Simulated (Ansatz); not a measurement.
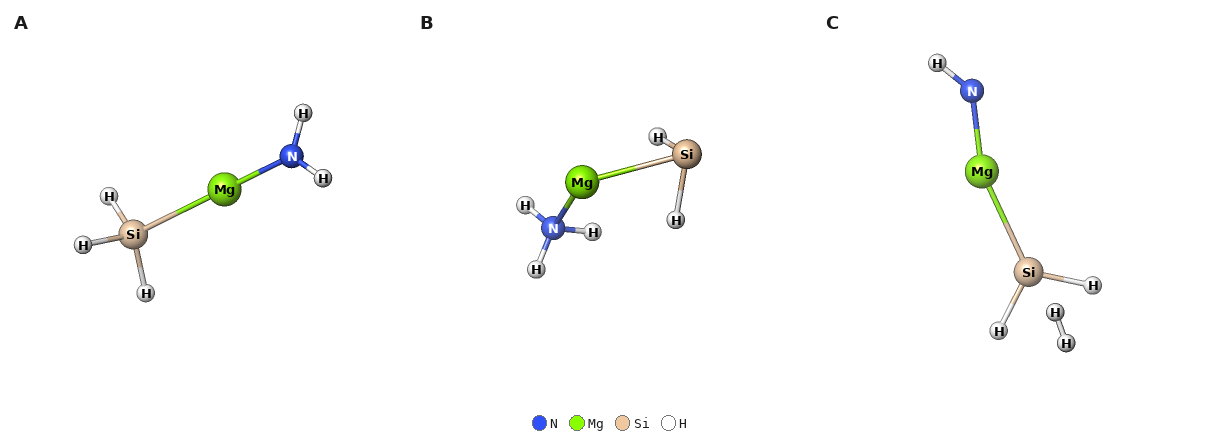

3 stationary structures of one formula. Geometries: PBE0-D4/def2-TZVP. Electronic energies: RHF-CCSD(T) (frozen core)/def2-TZVPP (Ansatz 0.2.0), without zero-point energy. No frequency run is at hand to confirm each as a minimum. Each is one conformer, not always the lowest.

Question: Which is lowest in energy, and by how much?

Answer: A is lowest; B lies 1.277 eV above it, C lies 3.834 eV above it (C1).
